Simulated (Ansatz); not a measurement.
Take Sn in the diamond structure (space group Fd-3m, No. 227; a = 6.568 Å) as the base.

Now apply this change: cell and atoms relaxed at a pressure of 15 GPa.

Calculations: Kohn–Sham DFT with the r2SCAN functional, run in Ansatz (a quantum-chemistry and plane-wave program) with PAW and 500 eV plane waves, no spin-orbit coupling, earlier PAW set.

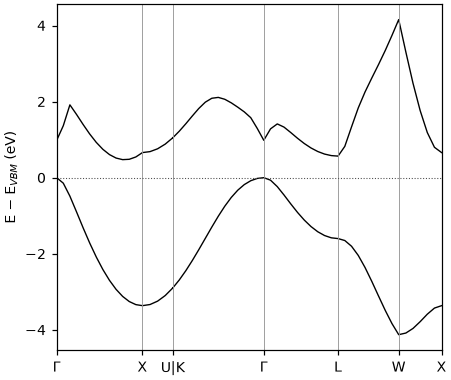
Fig. 1. Highest valence and lowest conduction band along the path of the changed cell's own zone

**Question.** Read the changed gap and its character from the plot.

**Answer.** About 0.5 eV, indirect, Γ → Γ–X (77 % along).

Load acts through the strain it causes; cell and atoms are relaxed under it. Whether these cells are dynamically stable was not tested. Tetrahedral semiconductors of this kind turn to denser phases somewhere between about 1 and 50 GPa; those were not computed, so compressed cells here can lie past the real transition.
